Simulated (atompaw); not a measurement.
**A PAW (atompaw) potential for Ga, from input to tests**

Do these settings give a usable potential? It is generated, then checked for scattering, ghosts and hardness.

Program: atompaw 4.2.0.5. Reference atom: LDA (PW92), scalar-relativistic, spherical and spin-unpolarised. All values are calculated.

## Step 1: The atom and the settings

Typed settings, in words:

- element: gallium (Ga, Z = 31)
- type: PAW
- frozen core: [Ar]
- valence charge: 13
- reference configuration: 3d10 4s2 4p1
- partial waves: 4s (bound): rc 1.80 bohr; 4s channel at -0.15 Ry: rc 2.20 bohr; 4p (bound): rc 2.20 bohr; 4p channel at 2.55 Ry: rc 2.20 bohr; 3d (bound): rc 0.85 bohr; 3d channel at -1.05 Ry: rc 0.85 bohr
- local potential: bessel scheme, radius 1.85 bohr
- core correction: smooth core density matched at 1.55 bohr
- augmentation charge: sinc compensation charge, radius 1.85 bohr; PAW radius 2.20 bohr; waves and projectors: custom polynom vanderbiltortho

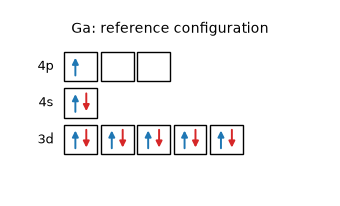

The outer shells as boxes. The arrows follow Hund's rule for the drawing; the calculation itself is spin-unpolarised.

An earlier all-electron run gives the scale for the radii.

All-electron outer shells of the reference configuration (LDA (PW92), scalar-relativistic, ld1.x):

```json
{"shell": "3s", "level (eV)": "-147.44", "outermost node (bohr)": "0.27", "outermost maximum (bohr)": "0.56"}
{"shell": "3p", "level (eV)": "-98.66", "outermost node (bohr)": "0.24", "outermost maximum (bohr)": "0.56"}
{"shell": "3d", "level (eV)": "-19.41", "outermost node (bohr)": "–", "outermost maximum (bohr)": "0.53"}
{"shell": "4s", "level (eV)": "-9.17", "outermost node (bohr)": "0.81", "outermost maximum (bohr)": "1.87"}
{"shell": "4p", "level (eV)": "-2.73", "outermost node (bohr)": "0.87", "outermost maximum (bohr)": "2.53"}
```

## Step 2: Generating the potential

Ga.input reads:

```
Ga 31
LDA-PW scalarrelativistic loggrid 1500 logderivrange -3 5 201
4 4 3 0 0 0
4 1 1
0 0 0
c
c
c
v
c
c
v
v
2
2.20 1.85 1.85 1.55
y
-0.15
n
y
2.55
n
y
-1.05
n
custom polynom vanderbiltortho sinc
bessel
1.80
2.20
2.20
2.20
0.85
0.85
PWSCFOUT
UPFDX 0.0125d0 UPFXMIN -7.d0 UPFZMESH 31.d0
END
```

Launch:

```
$ atompaw < Ga.input > Ga.log
```

Output in the file Ga (summary file):

```text
 Completed calculations for Ga (AE)

 Exchange-correlation type: LDA, Perdew-Wang correlation

 Radial integration grid is logarithmic 
 r0 =   2.7104631E-04 h =   8.4024356E-03   n =      1500 rmax =   8.0000000E+01

 Scalar relativistic calculation

 AEatom converged in  46 iterations
   nz     =  31.00
   delta  =       9.707675612396E-16

 All Electron Orbital energies:         
  n  l      occupancy      energy
  1  0      2.0000000E+00 -7.5047108E+02
  2  0      2.0000000E+00 -9.2612684E+01
  3  0      2.0000000E+00 -1.0836287E+01
  4  0      2.0000000E+00 -6.7400126E-01
  2  1      6.0000000E+00 -8.0716808E+01
  3  1      6.0000000E+00 -7.2513221E+00
  4  1      1.0000000E+00 -2.0087905E-01
  3  2      1.0000000E+01 -1.4263954E+00

 Total energy
   Total                    :    -3882.24393082663619

 ---
 Completed calculations for Ga (SC)

 Exchange-correlation type: LDA, Perdew-Wang correlation

 Radial integration grid is logarithmic 
 r0 =   2.7104631E-04 h =   8.4024356E-03   n =      1500 rmax =   8.0000000E+01

 Scalar relativistic calculation

 SCatom converged in   2 iterations
   nz     =  31.00
   delta  =       3.955034725459E-17

 Valence Electron Orbital energies:         
  n  l      occupancy      energy
   4  0      2.0000000E+00 -6.7400126E-01
   4  1      1.0000000E+00 -2.0087905E-01
   3  2      1.0000000E+01 -1.4263954E+00

 Total energy
   Total                    :    -3882.24393083119139
   Valence                  :     -272.10813411658319

 PAW parameters: 
       lmax =            2
         rc =    2.2123770706527006     
        irc =         1073
   rc_shape =    1.8544585115961281     
    rc_vloc =    1.8544585115961281     
    rc_core =    1.5544369556532218     
   Vloc: truncated form - Vps(r)=A.sin(qr)/r for r<rc
   Projector type: polynomial pseudization + Vanderbilt ortho.
   Sinc^2 compensation charge shape zeroed at   1.8545E+00

 Number of basis functions     6
 No.   n  nodes  l      Energy         Cp coeff         Occ
  1    4    3    0   -0.6740013E+00 -0.1580366E+02  0.2000000E+01
  2  999    4    0   -0.1500000E+00 -0.1640267E+01  0.0000000E+00
  3    4    2    1   -0.2008790E+00  0.2449903E+03  0.1000000E+01
  4  999    3    1    0.2550000E+01  0.2832383E+00  0.0000000E+00
  5    3    0    2   -0.1426395E+01 -0.4672881E+02  0.1000000E+02
  6  999    1    2   -0.1050000E+01 -0.1382320E+02  0.0000000E+00

 Eigenvalues of overlap operator (in the basis of projectors):
    1        1.06964999E-02
    2        1.32480513E-02
    3        4.42060941E-01
    4        3.04458315E+01
    5        7.28994715E+01
    6        3.96887578E+02

 Orbital leakage outside PAW augmentation regions
   orb  is_core?  %out_of_sphere
   1 0    T           0.00
   2 0    T           0.00
   3 0    T           0.01
   4 0    F          48.85
   2 1    T          -0.00
   3 1    T           0.03
   4 1    F          77.27
   3 2    F           1.40

 Summary of PAW energies
   Total valence energy     :   -272.10814786014430
   Smooth energy            :    128.33974447719572
   One center               :   -400.44789233734002
   Smooth kinetic           :    126.31377123285144
   Vloc energy              :     13.97215784388117
   Smooth exch-corr         :    -15.62510939677771
   One-center xc            :   -129.58544590667020
```

It took 4.4 s on 1 thread of AMD EPYC 9R45, shared host.

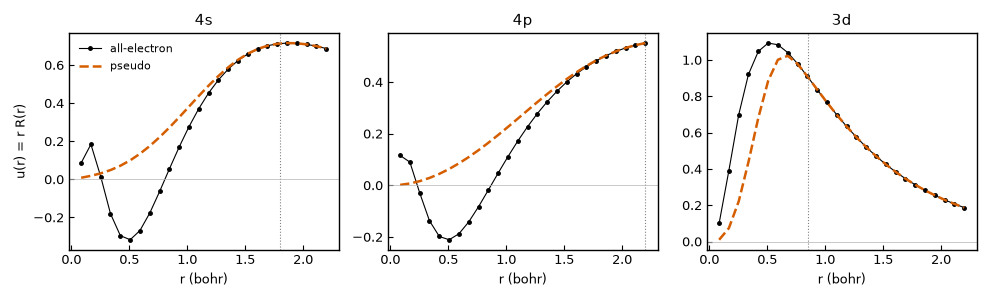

All-electron and pseudo partial waves (4s, 4p, 3d), with the matching radii dotted. The curves join 26 sampled radii, too few to resolve the innermost nodes.

## Step 3: Scattering by logarithmic derivatives

Taken from the files of the generation run. The phase is arctan(r·u′/u) with u = r·R, unwrapped, with energies in Ry. A pole is an energy at which the radial function vanishes at the test radius. The pseudo phase is shifted by a multiple of π to meet the all-electron one at the reference energy. Levels narrower than the energy grid can be missing from the poles. The last column is the largest difference on the grid between −1 and +1 Ry.

```tsv
channel	radius (bohr)	reference (Ry)	poles AE	poles PS	window around the reference with phases within 0.05 rad (Ry)	largest difference near zero (rad)
s	2.21	-0.67	1.52	1.52, 4.89	below 3.7	0.000
p	2.21	-0.20	2.85	2.85	the whole range	0.000
d	2.21	-1.43	-1.33	-1.33	the whole range	0.001
```

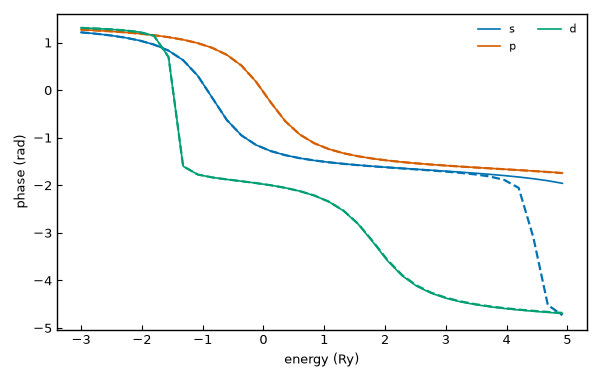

All-electron (solid) and pseudo (dashed) phases against energy.

## Step 4: Cutoff and ghost test in a Bessel basis

A separate test, outside the generator: the pseudo-atom's Hamiltonian at the reference potential is diagonalised in spherical Bessel functions j_l(qr) that vanish at 20 bohr, with q² up to the cutoff.

All-electron valence levels (Ry): 4s -0.6740, 4p -0.2009, 3d -1.4264. The lowest levels of each channel (Ry) by cutoff; the last column sums, over occupied levels, occupation times the distance from the level at 400 Ry. A positive value at high cutoff is not a bound level.

| cutoff (Ry) | s #1 | p #1 | d #1 | f #1 | Σ f·Δε (mRy) |
| --- | --- | --- | --- | --- | --- |
| 8 | -0.6715 | -0.2006 | 0.0494 | 0.1046 | 14762.5 |
| 25 | -0.6738 | -0.2009 | 0.0473 | 0.1046 | 14737.3 |
| 50 | -0.6740 | -0.2009 | -0.2989 | 0.1046 | 11275.0 |
| 100 | -0.6740 | -0.2009 | -1.3748 | 0.1046 | 515.2 |
| 180 | -0.6740 | -0.2009 | -1.4229 | 0.1046 | 34.1 |
| 230 | -0.6740 | -0.2009 | -1.4259 | 0.1046 | 5.0 |
| 400 | -0.6740 | -0.2009 | -1.4264 | 0.1046 | 0.0 |

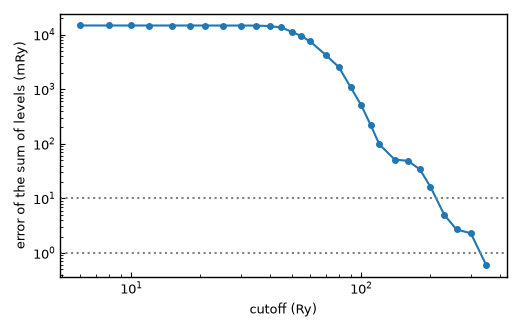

Occupation-weighted error of the valence levels against the cutoff; the dotted lines mark 10 and 1 mRy.

The sum stays within 10 mRy from 230 Ry and within 1 mRy only somewhere over 300 Ry. The sum leaves out empty levels, which can need more. Ghost test: no level below the all-electron spectrum of its channel (s, p, d, f tested).

## Step 5: Outcome

| quantity | value |
| --- | --- |
| cutoffs for 10 and 1 mRy, occupied levels | 230 Ry and over 300 Ry |
| bound ghosts | none found |
| largest phase difference near zero energy, channels read | 0.001 rad |
| lowest eigenvalue of the overlap (Bessel basis) | 0.010 (s) |
| share of valence orbitals outside the PAW sphere | 4s 49 %, 4p 77 %, 3d 1 % |
| UPF file | written |

In words: By its cutoff, 230 Ry for the looser tolerance, it is very hard. The tighter tolerance needs over 300 Ry, and converged work needs a cutoff nearer that. The slowest occupied level is 3d: taken alone it needs 230 Ry to come within 1 mRy, against 15 Ry for 4s. No bound ghost shows below the valence levels. Near zero energy the phases of the channels with partial waves agree within 0.001 rad. These are tests on the free atom; a crystal test is still owed.
